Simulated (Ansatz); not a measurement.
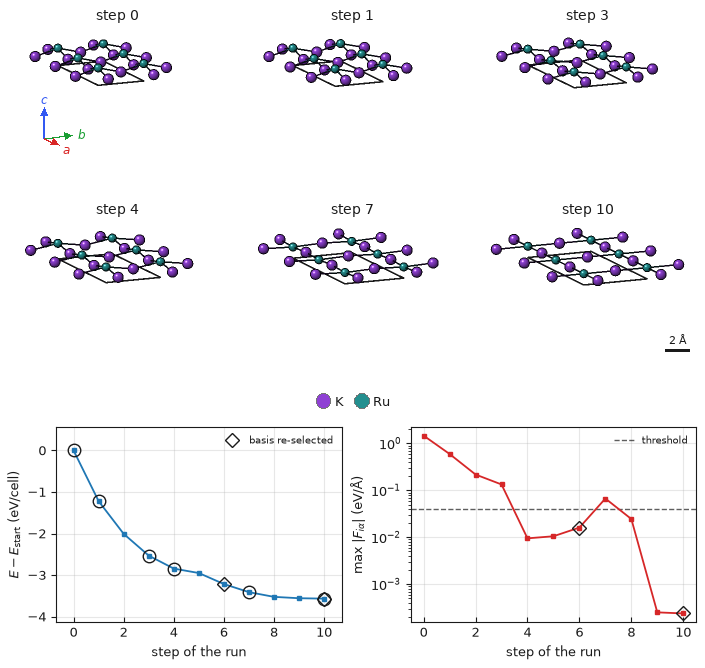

Frames of a relaxation of a free-standing layer of K2Ru (a generated structure, set up in P4mm) (coarse preliminary run), marked on the history of the run. The picture is a ball-and-stick view of the 2 × 1 repeat of the cell, outlined in the plane, without the vacuum, seen slightly off an axis.

All numbers below come from Ansatz 0.2.0, DFT PBE, scalar-relativistic, plane waves, PAW.

The input:
```yaml
crystal:
  lattice:
    - [4.327516, 0.0, 0.0]
    - [0.0, 4.327516, 0.0]
    - [0.0, 0.0, 15.0]
  atoms:
    - { symbol: K, position: [0.0, 0.5, 0.48165567] }
    - { symbol: K, position: [0.5, 0.0, 0.48165567] }
    - { symbol: Ru, position: [0.0, 0.0, 0.51834433] }
  periodic: [true, true, false]
basis:
  ecutwfc: 420
kpoints:
  mp_grid: { grid: [4, 4, 1] }
hamiltonian:
  xc: pbe
scf:
  occupations: { method: gaussian, width: 0.1 }
  lower_state_search: "off"
output:
  forces: true
  stress: true
  eigenvalues: true
relax:
  adjacent_minimum: "off"
  f_tol: 0.04
  max_steps: 70
  cell: { stress_2d_tol: 0.16 }
```

Command:
```bash
ansatz run input.yaml --threads 1 --pin off --max-ram 2048MiB --backend cpu --events-out ev --progress --plain --runs-dir out
```

### What happens along the run?

After 8 accepted moves (10 points after the start) the energy has fallen by 3.567 eV per cell of the calculation. Largest force component: 1.5 eV/Å at the start, 0.00024 eV/Å at the end. The SCF was repeated twice at an unchanged geometry on a basis and grid sized afresh for the cell, which shifted the energy by 0.265 eV per cell of the calculation at most. Ru3 moves most relative to the cell and the layer's centre: 0.37 Å along the normal (−c). Largest moves by element: Ru 0.37 Å, K 0.18 Å. In the plane the drawn cell goes a 8.655 → 12.022 Å (+38.9 %), b 4.328 → 6.011 Å (+38.9 %). Some distances before and after: K1–K2 3.060 → 4.250 Å, K1–Ru3 2.233 → 3.005 Å. Bond angles that change, for instance: Ru3–K1–Ru3 151.5° → 180.0°, K1–Ru3–K1 151.5° → 180.0°, K1–Ru3–K2 86.5° → 90.0°. The program noted that it reset the height of the cell. The run took 2.3 min on 1 thread of Intel(R) Xeon(R) Platinum 8259CL CPU @ 2.50GHz (Skylake/Cascade Lake) (shared host), peak memory 0.82 GiB. From step 0 to 1: energy −1.220 eV per cell of the calculation. From step 1 to 3: Ru3 moves most (0.09 Å), energy −1.311 eV per cell of the calculation. From step 3 to 4: energy −0.313 eV per cell of the calculation. From step 4 to 7: Ru3 moves most (0.33 Å), energy −0.567 eV per cell of the calculation. From step 7 to 10: Ru3 moves most (0.06 Å), energy −0.156 eV per cell of the calculation.
